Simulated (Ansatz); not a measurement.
# The cluster SiTe2: a short trajectory

Aim: follow the cluster SiTe2 for 15 steps with a Langevin thermostat (1000 K) and see how far bonds stretch and how energy moves between motion and potential.

Method: revPBE/def2-SVP with D4 dispersion; program: Ansatz 0.2.0, Gaussian basis.

2 further runs of the same task are left out: 2 set aside as unsound or not needed.

### 1 The geometry

The geometry comes from an earlier relaxation with r2SCAN-D4 in a triple-zeta def2 set; it is a stationary point. Te takes the def2 core potential; no spin-orbit term is included.

3 atoms, charge 0, spin multiplicity 1.

Atoms are counted from 1 here; the program's logs count them from 0.

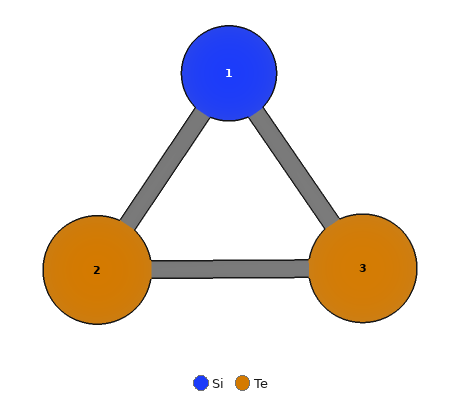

The structure; silicon blue, tellurium orange; atoms are numbered from 1 in the order of the file.

### 2 The run

Contents of in.yaml:

```yaml
crystal:
  periodic: [false, false, false]
  atoms:
    - {symbol: Si, position_ang: [-0.509022, 1.246558, 0.278123]}
    - {symbol: Te, position_ang: [0.621909, -0.772256, 1.201054]}
    - {symbol: Te, position_ang: [-0.112886, -0.474303, -1.479177]}
basis:
  gaussian: {orbitals: def2-SVP}
magnetization: {spin_polarized: true, initial_magnetization: 0}
hamiltonian: {xc: {name: revPBE}, dispersion: d4}
md: {timestep: 2 fs, n_steps: 15, ensemble: nvt_langevin, temperature: 1000, initial_velocities: maxwell_boltzmann, friction: 0.01, seed: 648}
scf: {omitted_lower_state_checks: [starts]}
```

Run with:

```bash
$ ansatz run in.yaml --threads 4 --pin off --events-out ev --progress --plain --max-ram 3916MiB
```

What it wrote:

```text
Functional definition: revPBE
  name "revPBE"
  cite "Zhang & Yang, Phys. Rev. Lett. 80, 890 (1998) doi:10.1103/PhysRevLett.80.890"
  cite "Perdew, Burke & Ernzerhof, Phys. Rev. Lett. 77, 3865 (1996) doi:10.1103/PhysRevLett.77.3865"
  parameter kappa = 1.245
  parameter beta = 0.06672455060314922
  exchange = pbe_x(kappa = kappa, mu = beta*pi^2/3)
  correlation = pbe_c(beta = beta)
these checks for a lower state are left out or cut short: starts
836 factors; their error is unknown
mean field evaluation 1: about -22462.9986 eV, gradient 5.1e0 eV
mean field evaluation 2: about -22462.9241 eV, gradient 6.5e0 eV
mean field evaluation 4: about -22463.2055 eV, gradient 1.3e0 eV
mean field evaluation 8: about -22463.1885 eV, gradient 4.4e-2 eV
mean field evaluation 16: about -22463.1886 eV, gradient 1.1e-5 eV
mean field -22463.18855592 eV, -825.5069533340 hartree, gradient 1.1e-5 eV, S^2 0.000000; 0 other end points of the search recorded, 0 dependent functions left out
the calculation of the forces begins
reference -22463.18858877 eV, -825.5069545411 hartree; 31, 31 occupied and 39, 39 virtual orbitals, 836 factors
md step     0: t =     0.00 fs  T =   666.7 K  F+E_penalty+E_count = -22463.50329002 eV  E_kin = 0.258520 eV  (28 SCF iters)
these checks for a lower state are left out or cut short: starts, cluster_reference, orbital_swaps, neighbouring_geometries, increment
836 factors; their error is unknown
mean field -22463.20059616 eV, -825.5073958046 hartree, gradient 2.0e-5 eV, S^2 0.000000; 0 other end points of the search recorded, 0 dependent functions left out
the calculation of the forces begins
reference -22463.20062903 eV, -825.5073970124 hartree; 31, 31 occupied and 39, 39 virtual orbitals, 836 factors
md step     1: t =     2.00 fs  T =   742.3 K  F+E_penalty+E_count = -22463.51507713 eV  E_kin = 0.287831 eV  (33 SCF iters)
these checks for a lower state are left out or cut short: starts, cluster_reference, orbital_swaps, neighbouring_geometries, increment
836 factors; their error is unknown
mean field evaluation 32: about -22463.2097 eV, gradient 2.0e-5 eV
mean field -22463.20972778 eV, -825.5077313857 hartree, gradient 2.0e-5 eV, S^2 0.000000; 0 other end points of the search recorded, 0 dependent functions left out
the calculation of the forces begins
reference -22463.20976067 eV, -825.5077325943 hartree; 31, 31 occupied and 39, 39 virtual orbitals, 836 factors
md step     2: t =     4.00 fs  T =   941.6 K  F+E_penalty+E_count = -22463.52390824 eV  E_kin = 0.365137 eV  (33 SCF iters)
these checks for a lower state are left out or cut short: starts, cluster_reference, orbital_swaps, neighbouring_geometries, increment
836 factors; their error is unknown
mean field -22463.21371014 eV, -825.5078777344 hartree, gradient 1.9e-5 eV, S^2 0.000000; 0 other end points of the search recorded, 0 dependent functions left out
the calculation of the forces begins
reference -22463.21374305 eV, -825.5078789439 hartree; 31, 31 occupied and 39, 39 virtual orbitals, 836 factors
md step     3: t =     6.00 fs  T =  1035.2 K  F+E_penalty+E_count = -22463.52758313 eV  E_kin = 0.401430 eV  (32 SCF iters)
these checks for a lower state are left out or cut short: starts, cluster_reference, orbital_swaps, neighbouring_geometries, increment
836 factors; their error is unknown
mean field -22463.21297811 eV, -825.5078508330 hartree, gradient 2.0e-5 eV, S^2 0.000000; 0 other end points of the search recorded, 0 dependent functions left out
the calculation of the forces begins
reference -22463.21301105 eV, -825.5078520433 hartree; 31, 31 occupied and 39, 39 virtual orbitals, 836 factors
md step     4: t =     8.00 fs  T =  1046.4 K  F+E_penalty+E_count = -22463.52656745 eV  E_kin = 0.405785 eV  (32 SCF iters)
these checks for a lower state are left out or cut short: starts, cluster_reference, orbital_swaps, neighbouring_geometries, increment
836 factors; their error is unknown
mean field -22463.20820120 eV, -825.5076752847 hartree, gradient 1.9e-5 eV, S^2 0.000000; 0 other end points of the search recorded, 0 dependent functions left out
the calculation of the forces begins
reference -22463.20823416 eV, -825.5076764959 hartree; 31, 31 occupied and 39, 39 virtual orbitals, 836 factors
md step     5: t =    10.00 fs  T =  1358.6 K  F+E_penalty+E_count = -22463.52148078 eV  E_kin = 0.526848 eV  (32 SCF iters)
these checks for a lower state are left out or cut short: starts, cluster_reference, orbital_swaps, neighbouring_geometries, increment
836 factors; their error is unknown
mean field evaluation 64: about -22463.1988 eV, gradient 1.8e-5 eV
mean field -22463.19875473 eV, -825.5073281334 hartree, gradient 1.8e-5 eV, S^2 0.000000; 0 other end points of the search recorded, 0 dependent functions left out
the calculation of the forces begins
reference -22463.19878772 eV, -825.5073293456 hartree; 31, 31 occupied and 39, 39 virtual orbitals, 836 factors
md step     6: t =    12.00 fs  T =  1553.2 K  F+E_penalty+E_count = -22463.51169588 eV  E_kin = 0.602305 eV  (33 SCF iters)
these checks for a lower state are left out or cut short: starts, cluster_reference, orbital_swaps, neighbouring_geometries, increment
836 factors; their error is unknown
mean field -22463.18509518 eV, -825.5068261543 hartree, gradient 1.8e-5 eV, S^2 0.000000; 0 other end points of the search recorded, 0 dependent functions left out
the calculation of the forces begins
reference -22463.18512820 eV, -825.5068273675 hartree; 31, 31 occupied and 39, 39 virtual orbitals, 836 factors
md step     7: t =    14.00 fs  T =  1700.9 K  F+E_penalty+E_count = -22463.49769574 eV  E_kin = 0.659563 eV  (33 SCF iters)
these checks for a lower state are left out or cut short: starts, cluster_reference, orbital_swaps, neighbouring_geometries, increment
836 factors; their error is unknown
mean field -22463.16799311 eV, -825.5061976645 hartree, gradient 1.7e-5 eV, S^2 0.000000; 0 other end points of the search recorded, 0 dependent functions left out
the calculation of the forces begins
reference -22463.16802615 eV, -825.5061988788 hartree; 31, 31 occupied and 39, 39 virtual orbitals, 836 factors
md step     8: t =    16.00 fs  T =  1814.1 K  F+E_penalty+E_count = -22463.48024442 eV  E_kin = 0.703454 eV  (33 SCF iters, 3 dispersion substeps)
these checks for a lower state are left out or cut short: starts, cluster_reference, orbital_swaps, neighbouring_geometries, increment
836 factors; their error is unknown
mean field -22463.14804869 eV, -825.5054647207 hartree, gradient 1.6e-5 eV, S^2 0.000000; 0 other end points of the search recorded, 0 dependent functions left out
the calculation of the forces begins
reference -22463.14808176 eV, -825.5054659359 hartree; 31, 31 occupied and 39, 39 virtual orbitals, 836 factors
md step     9: t =    18.00 fs  T =  1755.2 K  F+E_penalty+E_count = -22463.45994317 eV  E_kin = 0.680639 eV  (33 SCF iters, 3 dispersion substeps)
these checks for a lower state are left out or cut short: starts, cluster_reference, orbital_swaps, neighbouring_geometries, increment
836 factors; their error is unknown
mean field evaluation 96: about -22463.1253 eV, gradient 1.9e-5 eV
mean field -22463.12527150 eV, -825.5046276744 hartree, gradient 1.4e-5 eV, S^2 0.000000; 0 other end points of the search recorded, 0 dependent functions left out
the calculation of the forces begins
reference -22463.12530459 eV, -825.5046288907 hartree; 31, 31 occupied and 39, 39 virtual orbitals, 836 factors
md step    10: t =    20.00 fs  T =  1812.2 K  F+E_penalty+E_count = -22463.43678845 eV  E_kin = 0.702733 eV  (33 SCF iters, 3 dispersion substeps)
these checks for a lower state are left out or cut short: starts, cluster_reference, orbital_swaps, neighbouring_geometries, increment
836 factors; their error is unknown
mean field -22463.10052786 eV, -825.5037183625 hartree, gradient 1.3e-5 eV, S^2 0.000000; 0 other end points of the search recorded, 0 dependent functions left out
the calculation of the forces begins
reference -22463.10056098 eV, -825.5037195797 hartree; 31, 31 occupied and 39, 39 virtual orbitals, 836 factors
md step    11: t =    22.00 fs  T =  1764.3 K  F+E_penalty+E_count = -22463.41166195 eV  E_kin = 0.684171 eV  (33 SCF iters, 3 dispersion substeps)
these checks for a lower state are left out or cut short: starts, cluster_reference, orbital_swaps, neighbouring_geometries, increment
836 factors; their error is unknown
mean field -22463.07624997 eV, -825.5028261663 hartree, gradient 1.4e-5 eV, S^2 0.000000; 0 other end points of the search recorded, 0 dependent functions left out
the calculation of the forces begins
reference -22463.07628312 eV, -825.5028273846 hartree; 31, 31 occupied and 39, 39 virtual orbitals, 836 factors
md step    12: t =    24.00 fs  T =  1560.9 K  F+E_penalty+E_count = -22463.38703947 eV  E_kin = 0.605303 eV  (34 SCF iters, 3 dispersion substeps)
these checks for a lower state are left out or cut short: starts, cluster_reference, orbital_swaps, neighbouring_geometries, increment
836 factors; their error is unknown
mean field evaluation 128: about -22463.0530 eV, gradient 1.4e-5 eV
mean field -22463.05303871 eV, -825.5019731685 hartree, gradient 1.4e-5 eV, S^2 0.000000; 0 other end points of the search recorded, 0 dependent functions left out
the calculation of the forces begins
reference -22463.05307188 eV, -825.5019743875 hartree; 31, 31 occupied and 39, 39 virtual orbitals, 836 factors
md step    13: t =    26.00 fs  T =  1397.2 K  F+E_penalty+E_count = -22463.36352754 eV  E_kin = 0.541790 eV  (34 SCF iters, 3 dispersion substeps)
these checks for a lower state are left out or cut short: starts, cluster_reference, orbital_swaps, neighbouring_geometries, increment
836 factors; their error is unknown
mean field -22463.03193804 eV, -825.5011977329 hartree, gradient 1.5e-5 eV, S^2 0.000000; 0 other end points of the search recorded, 0 dependent functions left out
the calculation of the forces begins
reference -22463.03197123 eV, -825.5011989528 hartree; 31, 31 occupied and 39, 39 virtual orbitals, 836 factors
md step    14: t =    28.00 fs  T =  1085.9 K  F+E_penalty+E_count = -22463.34216871 eV  E_kin = 0.421093 eV  (34 SCF iters, 3 dispersion substeps)
these checks for a lower state are left out or cut short: starts, cluster_reference, orbital_swaps, neighbouring_geometries, increment
836 factors; their error is unknown
mean field -22463.01500230 eV, -825.5005753562 hartree, gradient 1.4e-5 eV, S^2 0.000000; 0 other end points of the search recorded, 0 dependent functions left out
the calculation of the forces begins
reference -22463.01503551 eV, -825.5005765767 hartree; 31, 31 occupied and 39, 39 virtual orbitals, 836 factors
these checks for a lower state are left out or cut short: starts
836 factors; their error is unknown
mean field -22463.01500230 eV, -825.5005753562 hartree, gradient 1.5e-5 eV, S^2 0.000000; 0 other end points of the search recorded, 0 dependent functions left out
the calculation of the forces begins
reference -22463.01503551 eV, -825.5005765767 hartree; 31, 31 occupied and 39, 39 virtual orbitals, 836 factors
md step    15: t =    30.00 fs  T =   982.5 K  F+E_penalty+E_count = -22463.32503635 eV  E_kin = 0.381006 eV  (19 SCF iters, 3 dispersion substeps)
Total energy: -22463.32506956 eV, -825.5119701178 hartree
Atom 0 at    -0.723811     1.215353     0.243223 Å, force     0.378495    -0.644446     0.062467 eV/Å
Atom 1 at     0.639118    -0.723574     1.378613 Å, force    -0.628922     0.539535    -1.371190 eV/Å
Atom 2 at    -0.193195    -0.495400    -1.594975 Å, force     0.250427     0.104911     1.308723 eV/Å
Dipole moment:    -0.059861     0.103242    -0.006732 e Å
Checks for a lower state left out: starts
```

Run time: 5 s. Hardware: 4 threads of AMD EPYC 9R45, shared host.

### 3 The trajectory

Step by step, with energies from the first frame:

```
time (fs)  T (K)  potential (meV)  Te2–Te3 (Å)
      0.0    667              0.0        2.795
      2.0    742            -11.8        2.811
      4.0    942            -20.6        2.830
      6.0   1035            -24.3        2.849
      8.0   1046            -23.3        2.869
     10.0   1359            -18.2        2.890
     12.0   1553             -8.4        2.914
     14.0   1701              5.6        2.938
     16.0   1814             23.0        2.962
     18.0   1755             43.3        2.985
     20.0   1812             66.5        3.007
     22.0   1764             91.6        3.028
     24.0   1561            116.3        3.047
     26.0   1397            139.8        3.065
     28.0   1086            161.1        3.082
     30.0    983            178.3        3.096
```

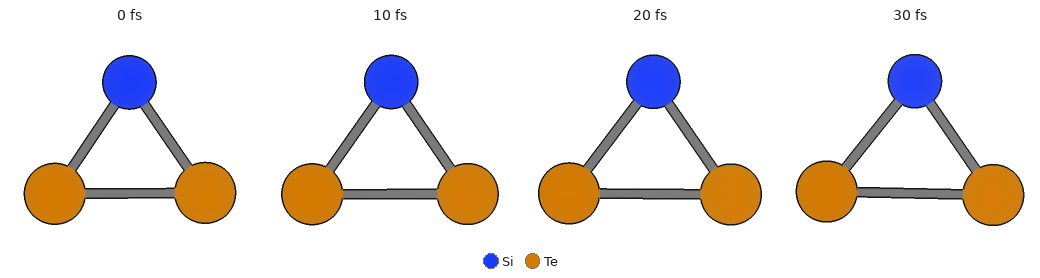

Four frames; sticks are those of the first frame.

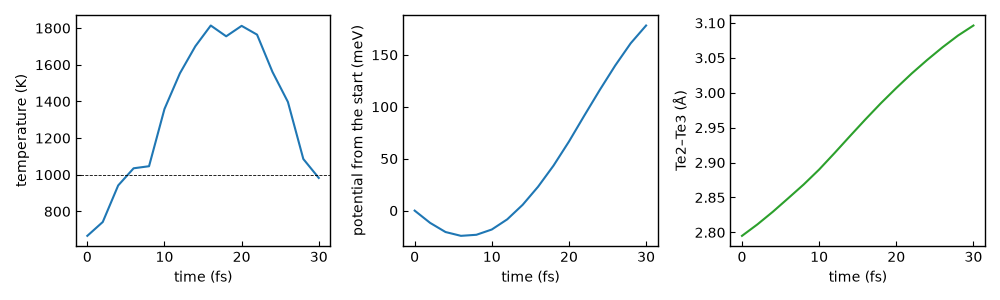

Temperature (the set value dashed), potential energy and the bond that swings most.

Positions (Å) and forces (eV/Å) at 30.0 fs:

```xyz
3

Si   -0.724    1.215    0.243    0.378   -0.644    0.062
Te    0.639   -0.724    1.379   -0.629    0.540   -1.371
Te   -0.193   -0.495   -1.595    0.250    0.105    1.309
```

### 4 Summary of results

| quantity | value |
| --- | --- |
| length | 15 steps of 2.0 fs |
| temperature, first and last frame | 667, 983 K |
| temperature, second half | mean 1522 K, from 983 to 1814 K |
| swing of the potential | 203 meV |
| range of Te2–Te3 | 2.795 to 3.096 Å |

In words: The temperature starts at 667 K and ranges from 667 to 1814 K; in so small a system it swings widely. The first value differs from the one set because the log counts other degrees of freedom than the draw of velocities did. Te2–Te3 swings most, by 0.30 Å; no bond breaks. A run of 30 fs gives no averages.
